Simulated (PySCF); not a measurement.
Run report: H2O2, geometry relaxation (part 2 of 2)

Continued. System: H2O2. Method: HF/3-21G, RHF (PySCF 2.14.0). The geometry comes from this level: PBE0-D4/def2-TZVP symmetrised.

Geometry of the input (Å):
```
O  -0.2935  -0.6460  -0.0741
O  0.2416  0.6635  0.1022
H  0.3797  -1.1819  0.3628
H  0.4454  0.9049  -0.8096
```

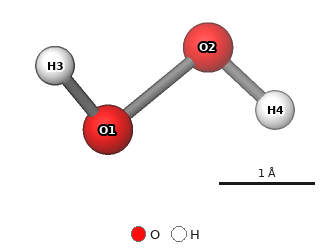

*The geometry at step 5 of the log (ball-and-stick view, seen at an oblique angle; atoms are numbered from 1 in the order of the input).*

**Log, continued**
```
Geometry optimization cycle 7
Cartesian coordinates (Angstrom)
 Atom        New coordinates             dX        dY        dZ
   O  -0.145457  -0.711169  -0.217356    0.027096 -0.009028 -0.018142
   O   0.445608   0.610403   0.054814    0.029736 -0.010051 -0.012634
   H   0.217024  -1.206026   0.534477   -0.027614  0.004241  0.020153
   H   0.255917   1.047252  -0.790591   -0.029217  0.014839  0.010623
converged SCF energy = -149.945807589516
--------------- RHF_Scanner gradients ---------------
         x                y                z
0 O    -0.0002045059    -0.0001996157    -0.0001054045
1 O     0.0000900855     0.0002378706     0.0001673453
2 H     0.0000880198     0.0000877820    -0.0000403508
3 H     0.0000264006    -0.0001260370    -0.0000215900
----------------------------------------------
cycle 7: E = -149.94580759  dE = -2.8228e-05  norm(grad) = 0.000468627
Step    6 : Displace = 3.414e-02/3.445e-02 (rms/max) Trust = 3.000e-01 (+) Grad = 2.343e-04/3.046e-04 (rms/max) E (change) = -149.9458075895 (-2.823e-05) Quality = 1.377
Hessian Eigenvalues: 1.10132e-03 5.00000e-02 5.00000e-02 ... 5.41271e-01 5.44161e-01 6.24982e-01

Geometry optimization cycle 8
Cartesian coordinates (Angstrom)
 Atom        New coordinates             dX        dY        dZ
   O  -0.123681  -0.718277  -0.230654    0.021776 -0.007108 -0.013298
   O   0.468446   0.602535   0.043952    0.022839 -0.007869 -0.010862
   H   0.195087  -1.200694   0.548580   -0.021937  0.005331  0.014102
   H   0.233239   1.056898  -0.780533   -0.022678  0.009645  0.010058
converged SCF energy = -149.945817136651
--------------- RHF_Scanner gradients ---------------
         x                y                z
0 O    -0.0001487359    -0.0001887062    -0.0000945146
1 O     0.0001001370     0.0002052145     0.0001208690
2 H     0.0000463597     0.0000468635    -0.0000066119
3 H     0.0000022392    -0.0000633718    -0.0000197425
----------------------------------------------
cycle 8: E = -149.945817137  dE = -9.54714e-06  norm(grad) = 0.000377114
Step    7 : Displace = 2.655e-02/2.662e-02 (rms/max) Trust = 3.000e-01 (=) Grad = 1.886e-04/2.584e-04 (rms/max) E (change) = -149.9458171367 (-9.547e-06) Quality = 1.364
Hessian Eigenvalues: 6.73386e-04 5.00000e-02 5.00000e-02 ... 5.41180e-01 5.44161e-01 6.25217e-01

Geometry optimization cycle 9
Cartesian coordinates (Angstrom)
 Atom        New coordinates             dX        dY        dZ
   O  -0.108731  -0.723150  -0.239096    0.014950 -0.004873 -0.008442
   O   0.483594   0.597302   0.036095    0.015148 -0.005233 -0.007858
   H   0.180131  -1.196282   0.557298   -0.014956  0.004413  0.008718
   H   0.218097   1.062591  -0.772951   -0.015142  0.005693  0.007582
converged SCF energy = -149.945819607246
--------------- RHF_Scanner gradients ---------------
         x                y                z
0 O    -0.0000544884    -0.0000625832    -0.0000451500
1 O     0.0000415946     0.0000667431     0.0000520977
2 H     0.0000180215     0.0000247682     0.0000012560
3 H    -0.0000051277    -0.0000289281    -0.0000082037
----------------------------------------------
cycle 9: E = -149.945819607  dE = -2.47059e-06  norm(grad) = 0.000140333
Step    8 : Displace = 1.786e-02/1.787e-02 (rms/max) Trust = 3.000e-01 (=) Grad = 7.017e-05/9.447e-05 (rms/max) E (change) = -149.9458196072 (-2.471e-06) Quality = 1.241
Hessian Eigenvalues: 5.11673e-04 5.00000e-02 5.00000e-02 ... 5.41110e-01 5.44161e-01 6.24933e-01

Geometry optimization cycle 10
Cartesian coordinates (Angstrom)
 Atom        New coordinates             dX        dY        dZ
   O  -0.103467  -0.724873  -0.241913    0.005264 -0.001723 -0.002816
   O   0.488810   0.595508   0.033237    0.005216 -0.001794 -0.002858
   H   0.174884  -1.194643   0.560196   -0.005247  0.001639  0.002898
   H   0.212864   1.064470  -0.770175   -0.005232  0.001878  0.002777
converged SCF energy = -149.945819818722
--------------- RHF_Scanner gradients ---------------
         x                y                z
0 O    -0.0000052970    -0.0000033710    -0.0000059983
1 O     0.0000040154     0.0000038698     0.0000067092
2 H     0.0000024822     0.0000038543     0.0000005010
3 H    -0.0000012007    -0.0000043531    -0.0000012119
----------------------------------------------
cycle 10: E = -149.945819819  dE = -2.11476e-07  norm(grad) = 1.39514e-05
Step    9 : Displace = 6.214e-03/6.214e-03 (rms/max) Trust = 3.000e-01 (=) Grad = 6.976e-06/8.724e-06 (rms/max) E (change) = -149.9458198187 (-2.115e-07) Quality = 1.096
Hessian Eigenvalues: 4.66020e-04 5.00000e-02 5.00000e-02 ... 5.41077e-01 5.44161e-01 6.25462e-01

Geometry optimization cycle 11
Cartesian coordinates (Angstrom)
 Atom        New coordinates             dX        dY        dZ
   O  -0.102877  -0.725069  -0.242222    0.000590 -0.000196 -0.000309
   O   0.489392   0.595310   0.032911    0.000581 -0.000198 -0.000325
   H   0.174295  -1.194460   0.560516   -0.000589  0.000183  0.000321
   H   0.212281   1.064681  -0.769860   -0.000583  0.000211  0.000314
converged SCF energy = -149.945819821052
--------------- RHF_Scanner gradients ---------------
         x                y                z
0 O     0.0000002492     0.0000008215    -0.0000000981
1 O    -0.0000002272    -0.0000008793     0.0000000765
2 H     0.0000000762     0.0000002452     0.0000000378
3 H    -0.0000000982    -0.0000001874    -0.0000000162
----------------------------------------------
cycle 11: E = -149.945819821  dE = -2.33078e-09  norm(grad) = 1.29987e-06
Step   10 : Displace = 6.949e-04/6.950e-04 (rms/max) Trust = 3.000e-01 (=) Grad = 6.499e-07/9.114e-07 (rms/max) E (change) = -149.9458198211 (-2.331e-09) Quality = 1.020
Hessian Eigenvalues: 4.66020e-04 5.00000e-02 5.00000e-02 ... 5.41077e-01 5.44161e-01 6.25462e-01
Converged! =D

converged: True
O          -0.10287700       -0.72506907       -0.24222215
O           0.48939177        0.59530985        0.03291127
H           0.17429477       -1.19446044        0.56051634
H           0.21228146        1.06468066       -0.76986046
converged SCF energy = -149.945819821059
Final energy -149.94581982105936
Mode                                 0                   1                   2
Irrep
Freq [cm^-1]                       89.3244           1167.6488           1277.7423
Reduced mass [au]                   1.0673             14.0898              1.0673
Force const [Dyne/A]                0.0050             11.3182              1.0266
Char temp [K]                     128.5180           1679.9866           1838.3867
Normal mode                   x     y     z       x     y     z       x     y     z
       0   O                 0.04 -0.01 -0.02    0.07  0.16  0.03   -0.02 -0.04 -0.01
       1   O                 0.04 -0.01 -0.02   -0.07 -0.16 -0.03   -0.02 -0.04 -0.01
       2   H                -0.58  0.19  0.31    0.01  0.06 -0.02    0.31  0.56  0.23
       3   H                -0.58  0.19  0.31   -0.01 -0.06  0.02    0.31  0.56  0.23
Mode                                 3                   4                   5
Irrep
Freq [cm^-1]                     1643.9623           3826.7793           3843.6420
Reduced mass [au]                   1.1283              1.0699              1.0673
Force const [Dyne/A]                1.7966              9.2314              9.2899
Char temp [K]                    2365.2957           5505.8834           5530.1451
Normal mode                   x     y     z       x     y     z       x     y     z
       0   O                -0.03  0.01 -0.05    0.01 -0.02  0.04   -0.01  0.02 -0.04
       1   O                 0.03 -0.01  0.05   -0.01  0.02 -0.04   -0.01  0.02 -0.04
       2   H                 0.28  0.58  0.17   -0.20  0.33 -0.57    0.19 -0.34  0.56
       3   H                -0.28 -0.58 -0.17    0.20 -0.33  0.57    0.19 -0.34  0.56
temperature 298.1500 [K]
pressure 101325.00 [Pa]
Rotational constants [GHz] 301.85973 26.39223 24.27023
Symmetry number 2
Zero-point energy (ZPE) 0.02699 [Eh]   70873.352 [J/mol]
                           tot       elec      trans        rot        vib
Entropy [J/mol/K]       238.252      0.000    152.731     69.796     15.725
Cv [J/mol/K]             34.934      0.000     12.472     12.472      9.991
Cp [J/mol/K]             43.249      0.000     20.786     12.472      9.991
Internal energy [J/mol]                      3718.434   3718.434  72945.581
Internal energy [Eh]   -149.91520  -149.94582
Enthalpy [J/mol]                             6197.391   3718.434  72945.581
Enthalpy [Eh]          -149.91426
Gibbs free energy [J/mol]                  -39339.247 -17091.260  68257.155
Gibbs free energy [Eh] -149.94132
```

**Trajectory as extended XYZ (Å, eV, eV/Å), 11 frames, from step=0 to step=10**
```
4
Properties=species:S:1:pos:R:3:forces:R:3 step=0 energy=-4080.15676
O    -0.2935   -0.6460   -0.0741   -0.7359  -1.5185  -0.2993
O     0.2416    0.6635    0.1022    0.6448   1.5491   0.3487
H     0.3797   -1.1819    0.3628    0.0767  -0.2932   0.2052
H     0.4454    0.9049   -0.8096    0.0144   0.2626  -0.2545
4
Properties=species:S:1:pos:R:3:forces:R:3 step=1 energy=-4080.19513
O    -0.2711   -0.6789   -0.0903   -0.1373   0.3194  -0.4526
O     0.2792    0.6762    0.0859    0.1381  -0.3197   0.4521
H     0.3466   -1.2343    0.4122    0.1729   0.2918   0.1395
H     0.4184    0.9775   -0.8264   -0.1737  -0.2916  -0.1390
4
Properties=species:S:1:pos:R:3:forces:R:3 step=2 energy=-4080.21783
O    -0.2647   -0.6780   -0.1207    0.1775   0.1705   0.0361
O     0.3049    0.6645    0.0989   -0.0343  -0.2186  -0.1136
H     0.3387   -1.2109    0.4249   -0.0857   0.0354   0.0057
H     0.3941    0.9649   -0.8217   -0.0575   0.0127   0.0718
4
Properties=species:S:1:pos:R:3:forces:R:3 step=3 energy=-4080.22435
O    -0.2438   -0.6810   -0.1419    0.0858  -0.0127   0.0459
O     0.3315    0.6515    0.0944    0.0069  -0.0185  -0.0962
H     0.3179   -1.2107    0.4478   -0.0702  -0.0101  -0.0029
H     0.3675    0.9806   -0.8190   -0.0226   0.0413   0.0532
4
Properties=species:S:1:pos:R:3:forces:R:3 step=4 energy=-4080.23052
O    -0.2026   -0.6921   -0.1768    0.0005  -0.0674   0.0083
O     0.3811    0.6321    0.0801    0.0260   0.0585  -0.0226
H     0.2757   -1.2119    0.4884   -0.0228  -0.0269   0.0090
H     0.3190    1.0123   -0.8104   -0.0037   0.0358   0.0053
4
Properties=species:S:1:pos:R:3:forces:R:3 step=5 energy=-4080.23252
O    -0.1726   -0.7021   -0.1992    0.0062  -0.0135   0.0045
O     0.4159    0.6205    0.0674    0.0056   0.0095  -0.0109
H     0.2446   -1.2103    0.5143   -0.0094  -0.0143   0.0068
H     0.2851    1.0324   -0.8012   -0.0024   0.0182  -0.0004
4
Properties=species:S:1:pos:R:3:forces:R:3 step=6 energy=-4080.23329
O    -0.1455   -0.7112   -0.2174    0.0105   0.0103   0.0054
O     0.4456    0.6104    0.0548   -0.0046  -0.0122  -0.0086
H     0.2170   -1.2060    0.5345   -0.0045  -0.0045   0.0021
H     0.2559    1.0473   -0.7906   -0.0014   0.0065   0.0011
4
Properties=species:S:1:pos:R:3:forces:R:3 step=7 energy=-4080.23355
O    -0.1237   -0.7183   -0.2307    0.0076   0.0097   0.0049
O     0.4684    0.6025    0.0440   -0.0051  -0.0106  -0.0062
H     0.1951   -1.2007    0.5486   -0.0024  -0.0024   0.0003
H     0.2332    1.0569   -0.7805   -0.0001   0.0033   0.0010
4
Properties=species:S:1:pos:R:3:forces:R:3 step=8 energy=-4080.23361
O    -0.1087   -0.7231   -0.2391    0.0028   0.0032   0.0023
O     0.4836    0.5973    0.0361   -0.0021  -0.0034  -0.0027
H     0.1801   -1.1963    0.5573   -0.0009  -0.0013  -0.0001
H     0.2181    1.0626   -0.7730    0.0003   0.0015   0.0004
4
Properties=species:S:1:pos:R:3:forces:R:3 step=9 energy=-4080.23362
O    -0.1035   -0.7249   -0.2419    0.0003   0.0002   0.0003
O     0.4888    0.5955    0.0332   -0.0002  -0.0002  -0.0003
H     0.1749   -1.1946    0.5602   -0.0001  -0.0002   0.0000
H     0.2129    1.0645   -0.7702    0.0001   0.0002   0.0001
4
Properties=species:S:1:pos:R:3:forces:R:3 step=10 energy=-4080.23362
O    -0.1029   -0.7251   -0.2422    0.0000   0.0000   0.0000
O     0.4894    0.5953    0.0329    0.0000   0.0000   0.0000
H     0.1743   -1.1945    0.5605    0.0000   0.0000   0.0000
H     0.2123    1.0647   -0.7699    0.0000   0.0000   0.0000
```

**Summary**

| quantity | value |
| --- | --- |
| outcome | converged |
| total energy | −149.945820 hartree |
| basis functions | 22 |
| HOMO | −12.01 eV |
| LUMO | 6.70 eV |
| zero-point energy | 0.026994 hartree |
| dipole moment | 0.00 D |
| wavenumbers, lowest and highest | 89 and 3844 cm⁻¹ |
| hardware | 1 thread of Arm Neoverse V1, 24 GiB of memory available, shared host |
| wall time | 1.9 s |
| peak memory | 0.14 GiB |
